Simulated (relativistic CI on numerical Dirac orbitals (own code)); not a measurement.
**Co⁺: L2,3 absorption multiplets**

Aim: the L2,3 absorption spectrum of Co⁺ in 4 surroundings, from the same atomic integrals.

The numbers are computed with relativistic CI on numerical Dirac orbitals (own code) version 1 (Dirac-Coulomb-Breit CI, KLI orbitals optimised for each configuration, model QED (radiative potential, 1s self-energy scaled to tabulated hydrogen-like ionisation energies), valence Slater integrals scaled by 0.8, multiplet model of core-to-valence dipole absorption in a parametric crystal field), except any that are marked as measured or tabulated.

## (1) The system

* ion: Co⁺ (Co II)
* nuclear charge: 27
* electrons: 26
* configurations: [Ar] 3d8 → [He] 2s2 2p5 3s2 3p6 3d9
* magnetising field for the dichroism, Lz and Sz: exchange field 10 meV on Sz; these come from the lowest magnetised state alone (0 K)
* temperature of the isotropic spectrum: 300 K
* widths: Lorentz 0.24 eV, Gauss 0.3 eV
* surrounding 1: Oh, 10Dq = 14300 cm⁻¹
* surrounding 2: Oh, 10Dq = 17300 cm⁻¹
* surrounding 3: Oh, 10Dq = 20300 cm⁻¹
* surrounding 4: Oh, 10Dq = 23300 cm⁻¹

## (2) Surrounding 1: Oh, 10Dq = 14300

Settings of the run:

```ini
atom Co  Z=27  charge=1  electrons=26
nucleus A=59  rms_radius_fm=3.7875
hamiltonian dirac-coulomb  breit=on  qed=on  c_scale=1
orbitals kli  potential=per-configuration
slater_scale 0.8
correlation none
mixing on
configurations
  [Ar] 3d8
  [He] 2s2 2p5 3s2 3p6 3d9
end
absorption L2,3 T=300 lorentz=0.24 gauss=0.3
crystal_field Oh 10Dq=14300
```

## (3) Surrounding 2: Oh, 10Dq = 17300

Changes to the settings of step 2:

```diff
@@ -12,2 +12,2 @@
 absorption L2,3 T=300 lorentz=0.24 gauss=0.3
-crystal_field Oh 10Dq=14300
+crystal_field Oh 10Dq=17300
```

## (4) Surrounding 3: Oh, 10Dq = 20300

Changes to the settings of step 3:

```diff
@@ -12,2 +12,2 @@
 absorption L2,3 T=300 lorentz=0.24 gauss=0.3
-crystal_field Oh 10Dq=17300
+crystal_field Oh 10Dq=20300
```

## (5) Surrounding 4: Oh, 10Dq = 23300

Changes to the settings of step 4:

```diff
@@ -12,2 +12,2 @@
 absorption L2,3 T=300 lorentz=0.24 gauss=0.3
-crystal_field Oh 10Dq=20300
+crystal_field Oh 10Dq=23300
```

(Steps that only read results are left out.)

Q: Predict the outcome of this session. Wanted: highest peak, first run; ground spin; share of the lower edge; core spin-orbit splitting.

**Answer**, as computed:

| surrounding | ground S | Lz (0 K) | Sz (0 K) | centroid (eV) | share of the lower edge | up to four highest peaks (% of the highest), eV |
| --- | --- | --- | --- | --- | --- | --- |
| 1: Oh | 1.00 | -0.12 | -1.00 | 784.30 | 0.723 | 779.8 (100), 781.6 (19), 794.5 (25), 795.5 (24) |
| 2: Oh | 1.00 | -0.10 | -1.00 | 784.58 | 0.719 | 780.1 (100), 781.8 (19), 794.7 (26), 795.7 (25) |
| 3: Oh | 1.00 | -0.09 | -1.00 | 784.84 | 0.717 | 780.3 (100), 782.0 (19), 795.0 (24), 795.9 (24) |
| 4: Oh | 1.00 | -0.08 | -1.00 | 785.10 | 0.715 | 780.5 (100), 782.2 (19), 795.2 (25), 796.1 (23) |

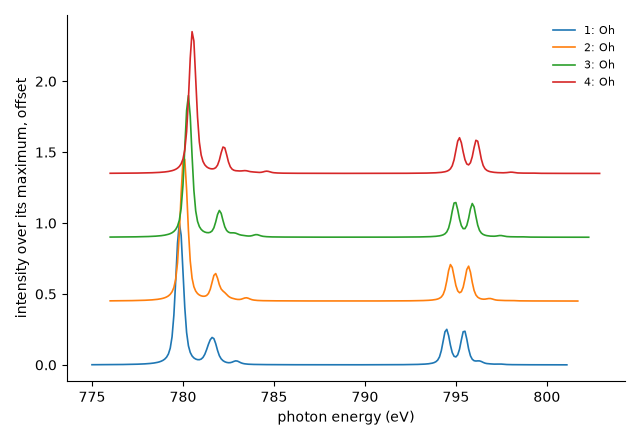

The spectra, each scaled to its maximum and offset.

```
                                 quantity           value
                  highest peak, first run        779.8 eV
      ground spin (effective S from ⟨S²⟩)            1.00
                  share of the lower edge  0.715 to 0.723
core spin-orbit splitting (without Breit)        15.36 eV
```

**Reading.** The lower edge takes 0.72 of the intensity in surrounding 1, above the statistical 0.67. The position of the maximum differs by up to 0.7 eV between the surroundings, by shifts of peaks or by peaks exchanging rank. Edge positions are free-ion values and differ from those in solids by a few eV or more.
